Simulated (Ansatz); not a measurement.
## Electronic structure of C2H6OSi in real space

The calculation's input:

```
crystal:
  periodic: [false, false, false]
  atoms:
    - symbol: C
      position_ang: [1.176844, -0.126086, -0.515320]
    - symbol: C
      position_ang: [1.881428, -0.237237, 0.617378]
    - symbol: O
      position_ang: [-1.564087, 0.921366, -0.903072]
    - symbol: Si
      position_ang: [0.054472, 1.327150, -0.851582]
    - symbol: H
      position_ang: [1.284923, -0.919973, -1.267399]
    - symbol: H
      position_ang: [1.820180, 0.519225, 1.408782]
    - symbol: H
      position_ang: [2.552402, -1.081892, 0.811621]
    - symbol: H
      position_ang: [0.200287, 2.293017, 0.271790]
    - symbol: H
      position_ang: [0.455540, 1.961063, -2.149941]
    - symbol: H
      position_ang: [-1.873074, 0.459787, -1.686981]
basis:
  gaussian: {orbitals: def2-TZVPD}
hamiltonian: {xc: {name: PBE0}}
output: {forces: true, orbitals: {seedname: orbitals}}
```

Command:

```sh
ansatz run input.yaml --threads 2 --pin off --max-ram 4350MiB --events-out events.jsonl --progress --plain --runs-dir runs
```

Geometry: PBE0-D3(BJ)/def2-SVP.

These are results of isolated molecule in a Gaussian basis; Kohn-Sham density functional theory, functional PBE0 (Ansatz 0.2.0), not measurements.

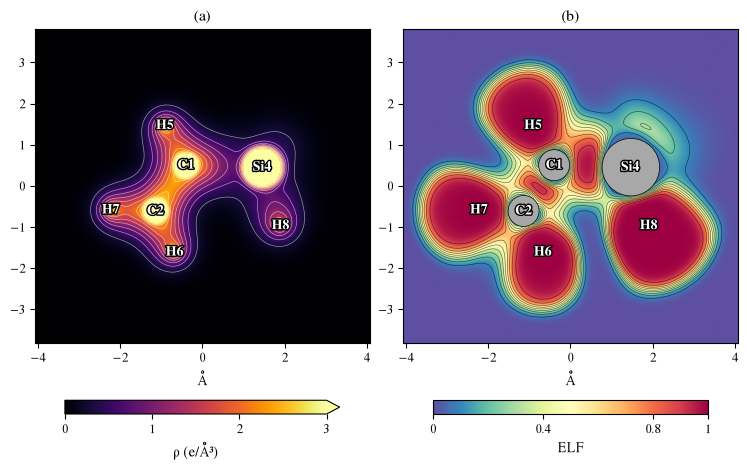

Figure 1. (a) total electron density; (b) ELF on the plane of atoms C1, C2 and H7. Grey discs cover the atomic cores in the ELF map.

Q: What do the fields say about this system?

A: The plane passes through C, Si and H nuclei. C–C (1.34 Å): ρ is about 2.3 e/Å³ halfway; the ELF peaks at about 0.90 between the atoms: a multiple bond. C–Si (1.87 Å): the density is about 0.99 e/Å³ at the midpoint; the ELF peaks at about 0.95 between the atoms; a shared electron pair. C–H (1.10 Å): the density is about 2 e/Å³ at the midpoint; the ELF climbs to about 1 towards the hydrogen, as it does in any bond to H; a covalent bond by its length. Si–H (1.49 Å): ρ is about 0.83 e/Å³ halfway; the ELF climbs to about 1 towards the hydrogen.

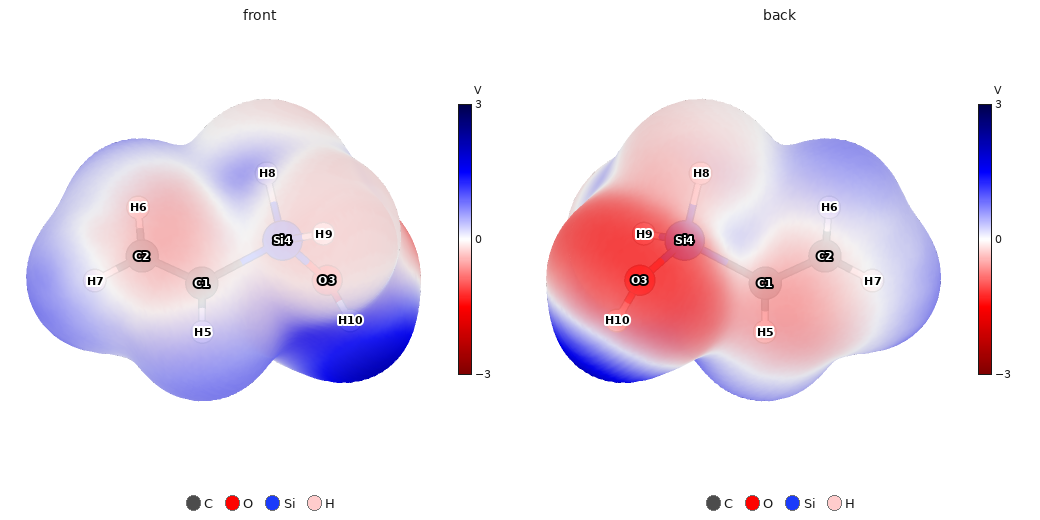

Figure 2. The molecular electrostatic potential painted on the density surface at 0.001 e/bohr³, seen from the front and from behind; red is negative and blue positive.

Q: Describe the electrostatic potential map.

A: The most negative region (about −1.2 V, or −28 kcal/mol for a unit charge) lies over O3, the most positive (about +2.0 V, or +46 kcal/mol for a unit charge) over H10. O3 is the likeliest acceptor of a hydrogen bond.

Q: What dipole moment does the calculation give?

A: Its dipole moment is 1.54 D.

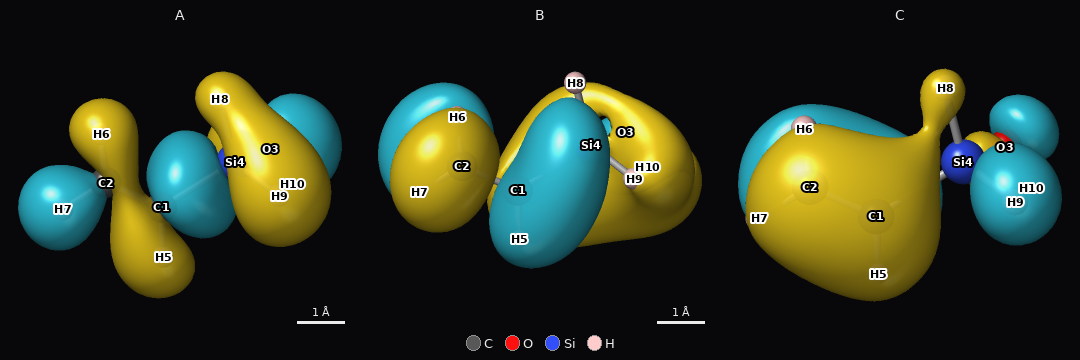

Figure 3. Three frontier orbitals at ±0.06 Å⁻³ᐟ² (yellow and cyan are the two phases), in no order.

Q: Order the three orbitals by energy and name them.

A: A is the HOMO−1 (−8.45 eV). It lies mainly on O3 (about 30 %), C1 (about 20 %), Si4 (about 20 %), H9 (about 10 %) and C2 (about 5 %). C is the HOMO (−8.11 eV). By Hirshfeld shares it lies mainly on C2 (about 40 %) and C1 (about 40 %); π-bonding across C2–C1. B is the LUMO (−0.79 eV). It lies mainly on C2 (about 30 %), C1 (about 20 %), Si4 (about 20 %) and H10 (about 5 %).

Q: What is the HOMO–LUMO gap?

A: 7.32 eV between the orbital energies.
